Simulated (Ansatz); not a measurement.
BrH3Si···H2S

```xyz
8

Si   -0.9116   -0.7987   -0.7305
S     1.7668    0.5863    1.6167
H    -1.9322   -1.4476   -1.5865
H     0.3982   -1.4652   -0.8904
H    -1.3498   -0.7923    0.6815
H     1.9771    1.1651    0.4246
Br   -0.7253    1.3096   -1.4251
H     0.7769    1.4429    1.9099
```

The product side of a reaction path; geometry: PBE0-D4/def2-TZVP.

These are results of RKS PBE0-D4/def2-TZVPP in Ansatz, not measurements.

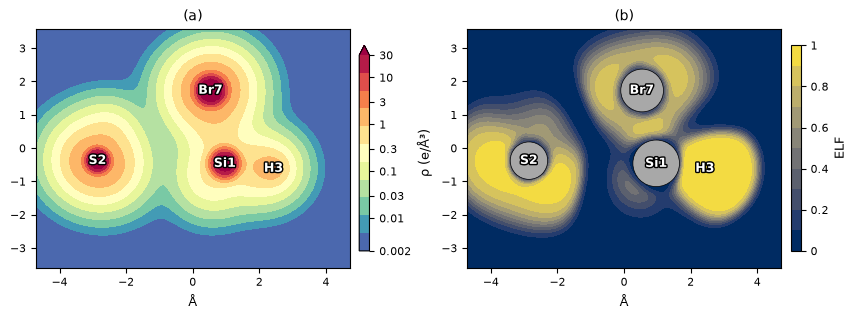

Figure 1. (a) electron density; (b) electron localisation function on the plane of atoms H3, Si1 and Br7. Grey discs cover the atomic cores in the ELF map.

**What does the map show?**

Atoms in the plane: Si, S, H and Br.
Si1···S2 (3.82 Å): the density falls to about 0.04 e/Å³ on the way; the ELF dips to about 0 between them; a weak contact between the two molecules.
Si–Br (2.23 Å): ρ is about 0.77 e/Å³ halfway; the ELF peaks at about 0.85 between the atoms (a shared but strongly polarised pair).
Si–H (1.48 Å): the density is about 0.83 e/Å³ at the midpoint; the ELF climbs to about 1 towards the hydrogen, as it does in any bond to H.
The ELF also peaks beside S2 and Br7, away from the bonds: lone-pair regions.

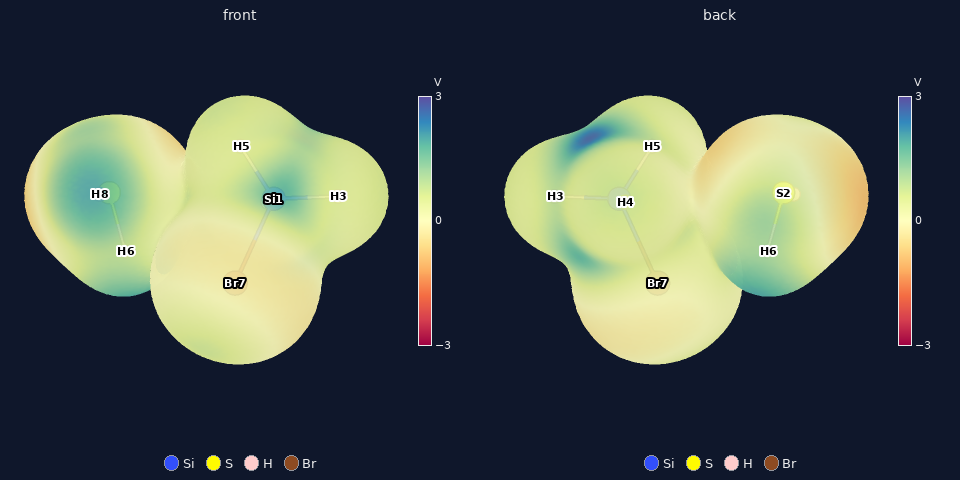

Figure 2. The molecular electrostatic potential painted on the density surface at 0.004 e/bohr³, seen from the front and from behind; the colour scale runs from red (negative) to blue (positive).

**Describe the electrostatic potential map.**

The most negative region (about −0.9 V) lies over S2, the most positive (about +2.4 V) over Si1. Br7 shows a σ-hole: about +0.7 V at the tip opposite its bond, against about 0.0 V on its flanks.

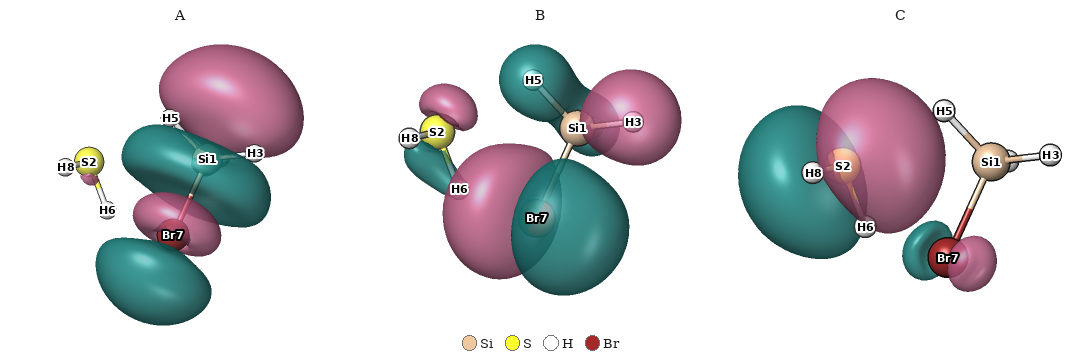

Figure 3. Three frontier orbitals at ±0.06 Å⁻³ᐟ² (teal and pink are the two phases), in no order.

**Order the three orbitals by energy and name them.**

B is the HOMO−1 (−8.48 eV). By Hirshfeld shares it lies mainly on Br7 (about 75 %), Si1 (about 10 %) and H3 (about 10 %); largely a lone pair of Br7. C is the HOMO (−7.56 eV). It lies mainly on S2 (about 85 %); largely a lone pair of S2. A is the LUMO (−0.35 eV). Its weight (Hirshfeld) is mainly on Si1 (about 50 %) and Br7 (about 30 %).

**What is the HOMO–LUMO gap?**

7.21 eV between the orbital energies.
